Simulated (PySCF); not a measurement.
Input file:

```
{"job": {"kind": "uv", "xc": "wB97X-D", "basis": "def2-SVPD", "ip": true, "dynamic": true}, "charge": 0, "multiplicity": 1}
B      2.219442    -0.194944     0.483367
N      0.887195    -0.661164     0.481300
B     -0.315241    -0.043347    -0.023003
C     -0.302798     1.372377    -0.707375
C     -1.670504    -0.842233     0.107658
H      3.077569    -0.881565     0.990086
H      2.495630     0.870972    -0.010753
H      0.744532    -1.567511     0.919094
H      0.691691     1.784851    -0.918930
H     -0.833181     2.082589    -0.047742
H     -0.888016     1.350257    -1.641998
H     -1.852692    -1.357686    -0.853901
H     -1.670209    -1.616738     0.891117
H     -2.537775    -0.182143     0.263218
```

Run with:

```sh
OMP_NUM_THREADS=1 python probes_run.py task.json out
```

Geometry: PBE0-D3(BJ)/def2-SVP.

Computed with wB97X-D/def2-SVPD, SCF density, gas phase (PySCF 2.14.0).

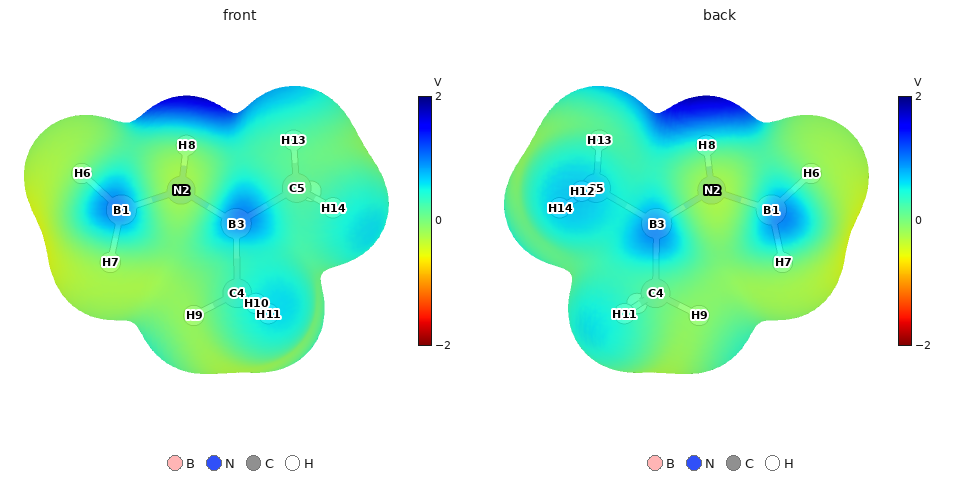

C$_{2}$H$_{9}$B$_{2}$N (SMILES BNB(C)C). The molecular electrostatic potential painted on the density surface at 0.002 e/bohr³, seen from the front and from behind; red is negative and blue positive.

### Describe the electrostatic potential map.

The most negative region (about −0.5 V) lies over H6 and H7, the most positive (about +1.7 V) over H8.
